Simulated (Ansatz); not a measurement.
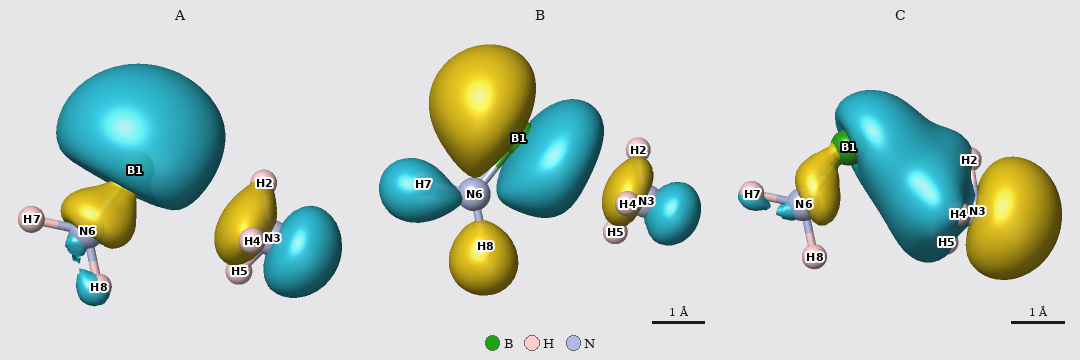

Figure. BH2N···NH3. Three frontier orbitals at ±0.1 Å⁻³ᐟ² (yellow and cyan are the two phases), in no order.

Not at a stationary point (largest force 0.5 eV/Å).

The calculation used RKS PBE-D4/def2-SVP in Ansatz.

Input

```
crystal:
  periodic: [false, false, false]
  atoms:
    - { symbol: B, position_ang: [0.0, 0.0, 0.0] }
    - { symbol: H, position_ang: [0.685, 0.0, 1.2095] }
    - { symbol: "N", position_ang: [1.7396, 0.0, 0.1903] }
    - { symbol: H, position_ang: [2.2062, -0.9179, -0.0615] }
    - { symbol: H, position_ang: [2.191, 0.9179, -0.0879] }
    - { symbol: "N", position_ang: [-1.3423, 0.0, -0.775] }
    - { symbol: H, position_ang: [-2.0112, -0.8164, -0.6764] }
    - { symbol: H, position_ang: [-1.5914, 0.8164, -1.4036] }
basis:
  gaussian: { orbitals: def2-SVP }
hamiltonian:
  xc: pbe
  dispersion: d4
relax:
  f_tol: 0.15
  max_steps: 25
  restrain:
    - { distance: [1, 2], at: 1.06, k: 30.0 }
    - { distance: [0, 1], at: 2.39, k: 30.0 }
    - { distance: [0, 2], at: 2.75, k: 30.0 }
output:
  orbitals: {}
```

Run with:

```sh
ansatz run input.yaml --threads 2 --pin off --max-ram 3072MiB --backend cpu --events-out ev --progress --plain --runs-dir out
```

The fields are those of the run's last geometry, not of the input's.

Q: Which picture is the HOMO−1, the HOMO and the LUMO?

A: C is the HOMO−1 (−6.45 eV). It lies mainly on N3 (about 65 %) and B1 (about 15 %). A is the HOMO (−4.52 eV). By Hirshfeld shares it lies mainly on B1 (about 75 %), N3 (about 15 %) and N6 (about 5 %). B is the LUMO (−1.71 eV). It lies mainly on B1 (about 65 %), N6 (about 10 %) and N3 (about 10 %).

Q: What is the HOMO–LUMO gap?

A: 2.81 eV between the orbital energies.
